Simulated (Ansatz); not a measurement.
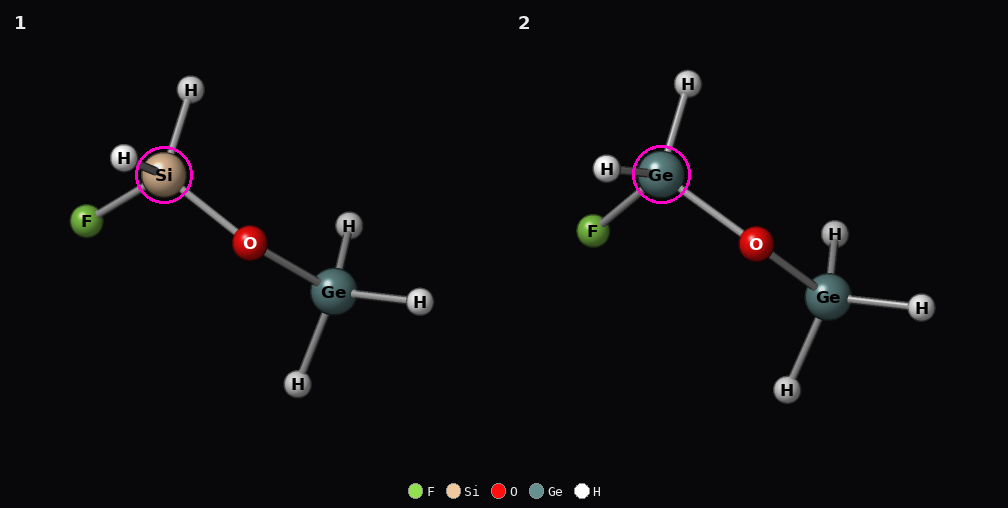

2 molecules with one skeleton, seen from the same side and at one scale; the atom that differs is circled. Charge 0, singlet. Computed geometries: PBE0-D4/def2-TZVP optimisations, one conformation each. Properties computed with Ansatz 0.2.0.

One atom differs, called X below: Si in panel 1, Ge in panel 2. Their formulas are FGeH5OSi (`F[SiH2][O][GeH3]`), FGe2H5O (`[F][GeH2][O][GeH3]`).

Question: In which is the dipole moment larger (ωB97M-V/def2-TZVPP)?

Answer: In panel 1 (X = Si).

Question: In which is the angle H–X–H larger (PBE0-D4/def2-TZVP)?

Answer: In panel 2 (X = Ge).

Give the values. With PBE0-D4/def2-TZVP: length of X–F (Å), mean length of X–H (Å), length of X–O (Å), angle H–X–H (°). With ωB97M-V/def2-TZVPP: dipole moment (D), HOMO energy (Kohn–Sham orbital) (eV), HOMO–LUMO gap (eV).

| quantity | 1 (Si) | 2 (Ge) | 2 − 1 |
| --- | --- | --- | --- |
| length of X–F (Å) | 1.599 | 1.741 | +0.142 |
| mean length of X–H (Å) | 1.480 | 1.532 | +0.052 |
| length of X–O (Å) | 1.614 | 1.748 | +0.134 |
| angle H–X–H (°) | 112.9 | 116.9 | +4.0 |
| dipole moment (D) | 1.93 | 1.54 | −0.39 |
| HOMO energy (Kohn–Sham orbital) (eV) | −11.10 | −10.94 | +0.16 |
| HOMO–LUMO gap (eV) | 12.77 | 12.59 | −0.18 |
